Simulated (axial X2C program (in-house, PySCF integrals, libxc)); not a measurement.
# A two-component session on BrSe: EOM-IP-CCSD levels

Wanted for BrSe: EOM-IP-CCSD levels, at the two-component level.

Method: two-component X2C with atomic mean-field terms, Br dyall-acv3z, Se dyall-acv3z; program: an in-house X2C program for linear molecules on PySCF integrals.

All values are calculated.

### Step 1. Set-up

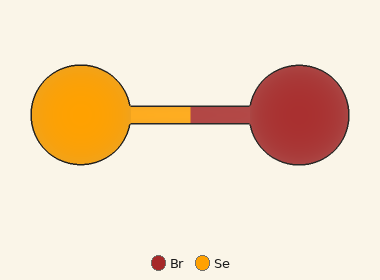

The two atoms at 2.300 Å (bromine red, selenium orange).

File task.json:

```json
{"zs": [35, 34], "q": 0, "bas": ["dyall-acv3z", "dyall-acv3z"], "r0": 2.3, "eom": "ip", "rq": -1, "thr": -2.0, "nmax": 95, "grid": [1, 0.96, 1.045, 0.92, 1.09, 1.15]}
```

Keys: zs atomic numbers; q charge; bas basis sets; r0 starting distance in Å; eom kind of EOM run; thr threshold in hartree for freezing inner shells (an s shell follows its p shell); nmax most natural virtual spinors; grid distances as factors.

Launch:

```console
$ python soeom.py task.json out
```

After this run come: EOM-IP-CCSD at 2.391 Å.

Before running it: what results should come out? Wanted: next root led by one particle; T1 of the reference; lowest state, Re and ωe.

The runs gave:

| quantity | value |
| --- | --- |
| lowest root at 2.391 Å | Ω = 3/2, 2.531 eV |
| next root led by one particle | Ω = 1/2, about 1970 cm⁻¹ higher |
| T1 of the reference | 0.010 |
| lowest state, Re and ωe | 2.275 Å, 335 cm⁻¹ |

Removing an electron from the reference determinant of BrSe⁻ costs 2.53 eV and empties a spinor of 78% Se pπ, 11% Br pπ, 7% Br dπ. Errors of 0.1 to 0.3 eV are usual at this size, and roots led by higher excitations are left out, so the list is incomplete, and low states of that kind can be missing. The bond is 0.137 Å shorter than in the closed-shell reference at CCSD (2.412 Å).
